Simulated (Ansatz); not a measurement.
# Molecular dynamics of C₃H₁₀Ga₂ (part 1 of 2)

The run: molecular dynamics of C₃H₁₀Ga₂, SMILES [CH3][GaH][CH2][GaH][CH3]. Method and program: RKS BLYP-d3bjatm/6-31G* (Ansatz 0.2.0).

The geometry comes from this level: PBE0-D4/def2-TZVP. Figures and captions count atoms from 1; the log counts them from 0 in places.

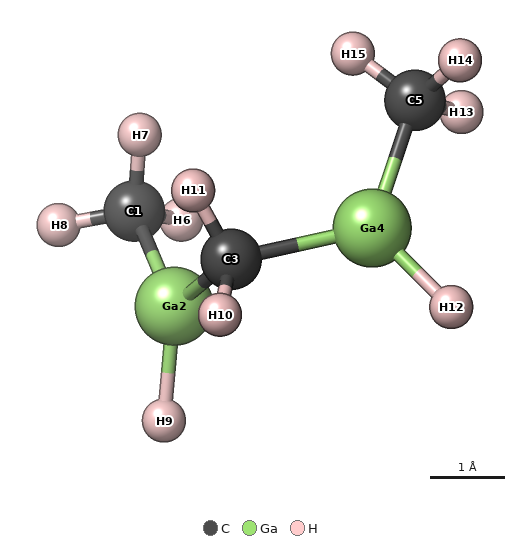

Fig. 1: The input geometry (ball-and-stick view, seen at a tilt; atoms are numbered from 1 in the order of the input). Sticks mark near contacts.

### Input file
```yaml
crystal:
  periodic: [false, false, false]
  atoms:
    - {symbol: C, position_ang: [-2.440275, -0.003117, -0.656535]}
    - {symbol: Ga, position_ang: [-0.990124, -1.323237, -0.850390]}
    - {symbol: C, position_ang: [0.454441, -1.401507, 0.474919]}
    - {symbol: Ga, position_ang: [1.846231, -0.051105, 0.176953]}
    - {symbol: C, position_ang: [1.580796, 1.799372, 0.800335]}
    - {symbol: H, position_ang: [-2.390699, 0.723166, -1.473719]}
    - {symbol: H, position_ang: [-2.384169, 0.540246, 0.287824]}
    - {symbol: H, position_ang: [-3.417976, -0.486862, -0.725127]}
    - {symbol: H, position_ang: [-0.958000, -2.286687, -2.098618]}
    - {symbol: H, position_ang: [0.903618, -2.396856, 0.468221]}
    - {symbol: H, position_ang: [0.004567, -1.186103, 1.450181]}
    - {symbol: H, position_ang: [3.159901, -0.442426, -0.603160]}
    - {symbol: H, position_ang: [1.631436, 2.492464, -0.044535]}
    - {symbol: H, position_ang: [2.378399, 2.087395, 1.490852]}
    - {symbol: H, position_ang: [0.621852, 1.935268, 1.302790]}
basis:
  gaussian: {orbitals: "6-31G*"}
hamiltonian: {xc: {name: BLYP}, dispersion: d3bjatm}
md: {timestep: 2 fs, n_steps: 50, ensemble: nvt_langevin, temperature: 500, initial_velocities: maxwell_boltzmann, friction: 0.01, seed: 119}
```

Run on 4 threads of Intel Xeon, 15 GiB of memory available, shared host.

Launch command:
```bash
ansatz run in.yaml --threads 4 --pin off --events-out ev --progress --plain --max-ram 10444MiB
```

### Log
```
Functional definition: BLYP
  name "BLYP"
  cite "Becke, Phys. Rev. A 38, 3098 (1988) doi:10.1103/PhysRevA.38.3098"
  cite "Lee, Yang & Parr, Phys. Rev. B 37, 785 (1988) doi:10.1103/PhysRevB.37.785"
  parameter beta = 0.0042
  parameter a = 0.04918
  parameter b = 0.132
  parameter c = 0.2533
  parameter d = 0.349
  exchange = b88_x(beta = beta)
  correlation = lyp_c(a = a, b = b, c = c, d = d)
1733 factors; their error is unknown
mean field evaluation 1: about -107992.8312 eV, gradient 1.1e2 eV
mean field evaluation 2: about -107939.0747 eV, gradient 1.6e2 eV
mean field evaluation 4: about -108015.6394 eV, gradient 1.7e1 eV
mean field evaluation 8: about -108016.4291 eV, gradient 2.1e-1 eV
mean field evaluation 16: about -108016.3699 eV, gradient 2.0e-4 eV
mean field -108016.36989610 eV, -3969.5283775564 hartree, gradient 1.6e-5 eV, S^2 0.000000; 0 other end points of the search recorded, 0 dependent functions left out
the calculation of the forces begins
reference -108016.37034655 eV, -3969.5283941103 hartree; 45, 45 occupied and 90, 90 virtual orbitals, 1733 factors
md step     0: t =     0.00 fs  T =   466.7 K  F+E_penalty+E_count = -108016.99916750 eV  E_kin = 0.904820 eV  (29 SCF iters)
these checks for a lower state are left out or cut short: starts, cluster_reference, orbital_swaps, neighbouring_geometries, increment
1733 factors; their error is unknown
mean field -108016.07328943 eV, -3969.5174774623 hartree, gradient 1.0e-5 eV, S^2 0.000000; 0 other end points of the search recorded, 0 dependent functions left out
the calculation of the forces begins
reference -108016.07374367 eV, -3969.5174941554 hartree; 45, 45 occupied and 90, 90 virtual orbitals, 1733 factors
md step     1: t =     2.00 fs  T =   347.3 K  F+E_penalty+E_count = -108016.69920301 eV  E_kin = 0.673430 eV  (30 SCF iters, 5 dispersion substeps)
[... from here on the SCF iterations and repeated set-up lines of each step are left out, up to the last step ...]
md step     2: t =     4.00 fs  T =   303.2 K  F+E_penalty+E_count = -108016.55588601 eV  E_kin = 0.587926 eV  (31 SCF iters, 5 dispersion substeps)
md step     3: t =     6.00 fs  T =   358.5 K  F+E_penalty+E_count = -108016.71847658 eV  E_kin = 0.695039 eV  (30 SCF iters, 5 dispersion substeps)
md step     4: t =     8.00 fs  T =   255.2 K  F+E_penalty+E_count = -108016.37665684 eV  E_kin = 0.494802 eV  (30 SCF iters, 5 dispersion substeps)
md step     5: t =    10.00 fs  T =   333.7 K  F+E_penalty+E_count = -108016.62335732 eV  E_kin = 0.646916 eV  (31 SCF iters, 5 dispersion substeps)
md step     6: t =    12.00 fs  T =   291.8 K  F+E_penalty+E_count = -108016.47422005 eV  E_kin = 0.565795 eV  (30 SCF iters, 5 dispersion substeps)
md step     7: t =    14.00 fs  T =   221.2 K  F+E_penalty+E_count = -108016.34087949 eV  E_kin = 0.428831 eV  (31 SCF iters, 5 dispersion substeps)
md step     8: t =    16.00 fs  T =   294.3 K  F+E_penalty+E_count = -108016.53473165 eV  E_kin = 0.570666 eV  (31 SCF iters, 5 dispersion substeps)
md step     9: t =    18.00 fs  T =   259.7 K  F+E_penalty+E_count = -108016.39900991 eV  E_kin = 0.503506 eV  (31 SCF iters, 5 dispersion substeps)
md step    10: t =    20.00 fs  T =   287.1 K  F+E_penalty+E_count = -108016.51265030 eV  E_kin = 0.556617 eV  (31 SCF iters, 5 dispersion substeps)
md step    11: t =    22.00 fs  T =   320.3 K  F+E_penalty+E_count = -108016.54367524 eV  E_kin = 0.620949 eV  (30 SCF iters, 5 dispersion substeps)
md step    12: t =    24.00 fs  T =   288.0 K  F+E_penalty+E_count = -108016.36811838 eV  E_kin = 0.558391 eV  (31 SCF iters, 5 dispersion substeps)
md step    13: t =    26.00 fs  T =   312.4 K  F+E_penalty+E_count = -108016.42226998 eV  E_kin = 0.605772 eV  (31 SCF iters, 5 dispersion substeps)
md step    14: t =    28.00 fs  T =   281.9 K  F+E_penalty+E_count = -108016.35643790 eV  E_kin = 0.546501 eV  (31 SCF iters, 5 dispersion substeps)
md step    15: t =    30.00 fs  T =   219.7 K  F+E_penalty+E_count = -108016.16037342 eV  E_kin = 0.425983 eV  (31 SCF iters, 5 dispersion substeps)
md step    16: t =    32.00 fs  T =   323.1 K  F+E_penalty+E_count = -108016.41627568 eV  E_kin = 0.626554 eV  (30 SCF iters, 5 dispersion substeps)
md step    17: t =    34.00 fs  T =   279.9 K  F+E_penalty+E_count = -108016.29028726 eV  E_kin = 0.542774 eV  (30 SCF iters, 5 dispersion substeps)
md step    18: t =    36.00 fs  T =   285.4 K  F+E_penalty+E_count = -108016.30874222 eV  E_kin = 0.553327 eV  (32 SCF iters, 5 dispersion substeps)
md step    19: t =    38.00 fs  T =   327.0 K  F+E_penalty+E_count = -108016.45305291 eV  E_kin = 0.633995 eV  (30 SCF iters, 5 dispersion substeps)
md step    20: t =    40.00 fs  T =   302.6 K  F+E_penalty+E_count = -108016.32845174 eV  E_kin = 0.586717 eV  (31 SCF iters, 5 dispersion substeps)
md step    21: t =    42.00 fs  T =   390.3 K  F+E_penalty+E_count = -108016.54239115 eV  E_kin = 0.756750 eV  (30 SCF iters, 5 dispersion substeps)
md step    22: t =    44.00 fs  T =   479.9 K  F+E_penalty+E_count = -108016.63702094 eV  E_kin = 0.930471 eV  (30 SCF iters, 5 dispersion substeps)
md step    23: t =    46.00 fs  T =   371.5 K  F+E_penalty+E_count = -108016.50381956 eV  E_kin = 0.720244 eV  (31 SCF iters, 5 dispersion substeps)
md step    24: t =    48.00 fs  T =   393.5 K  F+E_penalty+E_count = -108016.54422202 eV  E_kin = 0.763035 eV  (30 SCF iters, 5 dispersion substeps)
md step    25: t =    50.00 fs  T =   350.7 K  F+E_penalty+E_count = -108016.44890584 eV  E_kin = 0.679989 eV  (30 SCF iters, 5 dispersion substeps)
md step    26: t =    52.00 fs  T =   370.3 K  F+E_penalty+E_count = -108016.41041892 eV  E_kin = 0.717900 eV  (29 SCF iters, 5 dispersion substeps)
md step    27: t =    54.00 fs  T =   416.3 K  F+E_penalty+E_count = -108016.50338901 eV  E_kin = 0.807168 eV  (30 SCF iters, 5 dispersion substeps)
md step    28: t =    56.00 fs  T =   356.6 K  F+E_penalty+E_count = -108016.44731050 eV  E_kin = 0.691416 eV  (30 SCF iters, 5 dispersion substeps)
md step    29: t =    58.00 fs  T =   381.7 K  F+E_penalty+E_count = -108016.46358607 eV  E_kin = 0.740065 eV  (29 SCF iters, 5 dispersion substeps)
md step    30: t =    60.00 fs  T =   385.9 K  F+E_penalty+E_count = -108016.55263385 eV  E_kin = 0.748263 eV  (30 SCF iters, 5 dispersion substeps)
md step    31: t =    62.00 fs  T =   409.6 K  F+E_penalty+E_count = -108016.53480943 eV  E_kin = 0.794231 eV  (30 SCF iters, 5 dispersion substeps)
md step    32: t =    64.00 fs  T =   448.4 K  F+E_penalty+E_count = -108016.59144429 eV  E_kin = 0.869336 eV  (29 SCF iters, 5 dispersion substeps)
md step    33: t =    66.00 fs  T =   459.9 K  F+E_penalty+E_count = -108016.62899125 eV  E_kin = 0.891774 eV  (30 SCF iters, 5 dispersion substeps)
md step    34: t =    68.00 fs  T =   395.0 K  F+E_penalty+E_count = -108016.51805565 eV  E_kin = 0.765773 eV  (30 SCF iters, 5 dispersion substeps)
md step    35: t =    70.00 fs  T =   469.6 K  F+E_penalty+E_count = -108016.64548634 eV  E_kin = 0.910526 eV  (29 SCF iters, 5 dispersion substeps)
md step    36: t =    72.00 fs  T =   413.7 K  F+E_penalty+E_count = -108016.47227518 eV  E_kin = 0.802104 eV  (29 SCF iters, 5 dispersion substeps)
md step    37: t =    74.00 fs  T =   348.5 K  F+E_penalty+E_count = -108016.30306231 eV  E_kin = 0.675704 eV  (29 SCF iters, 5 dispersion substeps)
md step    38: t =    76.00 fs  T =   354.1 K  F+E_penalty+E_count = -108016.36238675 eV  E_kin = 0.686598 eV  (30 SCF iters, 5 dispersion substeps)
md step    39: t =    78.00 fs  T =   284.9 K  F+E_penalty+E_count = -108016.13492063 eV  E_kin = 0.552347 eV  (30 SCF iters, 5 dispersion substeps)
md step    40: t =    80.00 fs  T =   305.0 K  F+E_penalty+E_count = -108016.18563306 eV  E_kin = 0.591380 eV  (31 SCF iters, 5 dispersion substeps)
md step    41: t =    82.00 fs  T =   377.6 K  F+E_penalty+E_count = -108016.30889547 eV  E_kin = 0.732099 eV  (30 SCF iters, 5 dispersion substeps)
md step    42: t =    84.00 fs  T =   290.9 K  F+E_penalty+E_count = -108016.17330325 eV  E_kin = 0.563974 eV  (30 SCF iters, 5 dispersion substeps)
md step    43: t =    86.00 fs  T =   295.7 K  F+E_penalty+E_count = -108016.23969850 eV  E_kin = 0.573246 eV  (31 SCF iters, 5 dispersion substeps)
md step    44: t =    88.00 fs  T =   349.9 K  F+E_penalty+E_count = -108016.28333226 eV  E_kin = 0.678353 eV  (30 SCF iters, 5 dispersion substeps)
md step    45: t =    90.00 fs  T =   363.4 K  F+E_penalty+E_count = -108016.21943281 eV  E_kin = 0.704568 eV  (31 SCF iters, 5 dispersion substeps)
md step    46: t =    92.00 fs  T =   470.4 K  F+E_penalty+E_count = -108016.34370986 eV  E_kin = 0.912078 eV  (31 SCF iters, 5 dispersion substeps)
md step    47: t =    94.00 fs  T =   490.0 K  F+E_penalty+E_count = -108016.47834923 eV  E_kin = 0.950058 eV  (29 SCF iters, 5 dispersion substeps)
md step    48: t =    96.00 fs  T =   415.7 K  F+E_penalty+E_count = -108016.27909810 eV  E_kin = 0.806047 eV  (29 SCF iters, 5 dispersion substeps)
md step    49: t =    98.00 fs  T =   499.2 K  F+E_penalty+E_count = -108016.42327301 eV  E_kin = 0.967932 eV  (29 SCF iters, 5 dispersion substeps)
these checks for a lower state are left out or cut short: starts, cluster_reference, orbital_swaps, neighbouring_geometries, increment
1733 factors; their error is unknown
mean field -108015.68320099 eV, -3969.5031419768 hartree, gradient 2.0e-5 eV, S^2 0.000000; 0 other end points of the search recorded, 0 dependent functions left out
the calculation of the forces begins
reference -108015.68365822 eV, -3969.5031587794 hartree; 45, 45 occupied and 90, 90 virtual orbitals, 1733 factors
1733 factors; their error is unknown
mean field evaluation 416: about -107932.8749 eV, gradient 1.6e2 eV
mean field -108015.68320099 eV, -3969.5031419768 hartree, gradient 2.0e-5 eV, S^2 0.000000; 1 other end points of the search recorded, 0 dependent functions left out
the calculation of the forces begins
reference -108015.68365822 eV, -3969.5031587794 hartree; 45, 45 occupied and 90, 90 virtual orbitals, 1733 factors
md step    50: t =   100.00 fs  T =   480.4 K  F+E_penalty+E_count = -108016.29848178 eV  E_kin = 0.931360 eV  (30 SCF iters, 5 dispersion substeps)
```

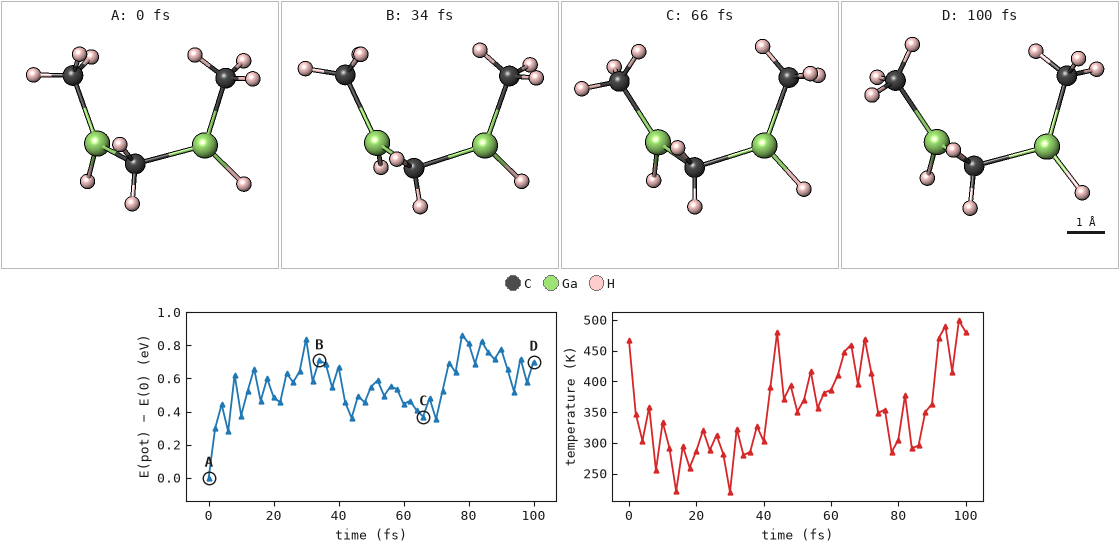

Fig. 2: Frames of the molecular dynamics (ball-and-stick, seen at a tilt) above the curves, on which the letters mark them. The trajectory kept here has 51 frames over 100 fs. The temperature starts at 467 K, ranges from 220 to 499 K and averages 392 K over the second half. The potential energy ends 0.701 eV above its first value. After an unweighted best fit of the last frame on the first, the root-mean-square displacement is 0.68 Å, and H8 has moved furthest (1.26 Å).

```
Total energy: -108016.29893900 eV, -3969.5257699312 hartree
Atom 0 at    -2.738957    -0.205498    -0.388565 Å, force    -0.309656    -0.638992    -0.890198 eV/Å
Atom 1 at    -1.077499    -1.163919    -1.072420 Å, force    -0.337733     0.121744     0.343767 eV/Å
Atom 2 at     0.323707    -1.535919     0.244077 Å, force     0.647102    -1.268273     0.729972 eV/Å
Atom 3 at     1.899497    -0.221034     0.299841 Å, force    -0.426243    -0.742553     0.701819 eV/Å
Atom 4 at     1.583805     1.729539     0.612225 Å, force    -1.785561     0.883115     0.413515 eV/Å
Atom 5 at    -3.372512    -0.183146    -1.381538 Å, force     0.324474    -0.204508     2.206083 eV/Å
Atom 6 at    -2.691665     0.820402     0.053289 Å, force     0.168271    -0.599955    -0.260437 eV/Å
Atom 7 at    -3.021636    -0.968892     0.455742 Å, force    -0.266517     1.198370    -1.533997 eV/Å
Atom 8 at    -1.076151    -1.962403    -2.446040 Å, force    -0.044312     0.138806    -0.193965 eV/Å
Atom 9 at     0.715731    -2.620611     0.137395 Å, force    -0.268730     1.449811    -0.057167 eV/Å
Atom 10 at    -0.238276    -1.525898     1.229773 Å, force     0.523754     0.377479    -0.563233 eV/Å
Atom 11 at     3.327608    -0.968832     0.305781 Å, force    -0.064274     0.304043    -0.183000 eV/Å
Atom 12 at     2.137638     2.343340    -0.086610 Å, force     0.731682     0.289079    -0.378158 eV/Å
Atom 13 at     1.813847     2.131734     1.656093 Å, force    -0.188388    -0.656585    -0.952081 eV/Å
Atom 14 at     0.486460     2.027085     0.360281 Å, force     1.296130    -0.651581     0.617080 eV/Å
Dipole moment:    -0.051749     0.215642     0.083680 e Å
```

### Trajectory as extended XYZ (Å, eV, eV/Å), 14 of the 51 frames kept, from step=0 to step=50
```
15
Properties=species:S:1:pos:R:3:forces:R:3 step=0 time_fs=0.0 energy=-108016.99917 temperature=466.7
C    -2.4403   -0.0031   -0.6565   -0.0337   0.0357   0.0178
Ga   -0.9901   -1.3232   -0.8504   -0.0771  -0.0867  -0.1407
C     0.4544   -1.4015    0.4749    0.0195  -0.1220   0.1005
Ga    1.8462   -0.0511    0.1770    0.1704   0.0265  -0.0543
C     1.5808    1.7994    0.8003   -0.0200   0.0459   0.0242
H    -2.3907    0.7232   -1.4737    0.0324   0.2198  -0.2584
H    -2.3842    0.5402    0.2878    0.0235   0.1634   0.2957
H    -3.4180   -0.4869   -0.7251   -0.2981  -0.1650  -0.0153
H    -0.9580   -2.2867   -2.0986    0.0203  -0.1485  -0.1824
H     0.9036   -2.3969    0.4682    0.1351  -0.2838  -0.0221
H     0.0046   -1.1861    1.4502   -0.1294   0.0807   0.2559
H     3.1599   -0.4424   -0.6032    0.1900  -0.0731  -0.1192
H     1.6314    2.4925   -0.0445    0.0136   0.1994  -0.2733
H     2.3784    2.0874    1.4909    0.2476   0.0747   0.2170
H     0.6219    1.9353    1.3028   -0.2940   0.0330   0.1545
```
